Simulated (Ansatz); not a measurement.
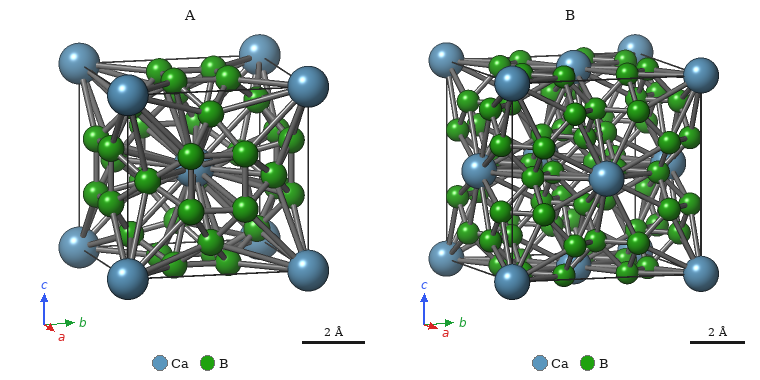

Two structures of CaB$_{12}$, each relaxed to rest (conventional cells in solid outline, small ones repeated, not to one scale). Method: DFT PBE, scalar-relativistic, plane waves, PAW in Ansatz 0.2.0, without spin polarisation.

**Describe A and B.**

A: 26 atoms a cell on a body-centred cubic lattice, Im-3m. B: 52 atoms a cell on a face-centred cubic lattice, Fm-3m.

**Which structure wins energetically, and by what margin?**

B is lower, by 624 meV/atom at this level of theory (energies at zero smearing). Volumes: A 8.5, B 8.2 Å³/atom.

One or both may be structure types tried for this composition rather than known phases.
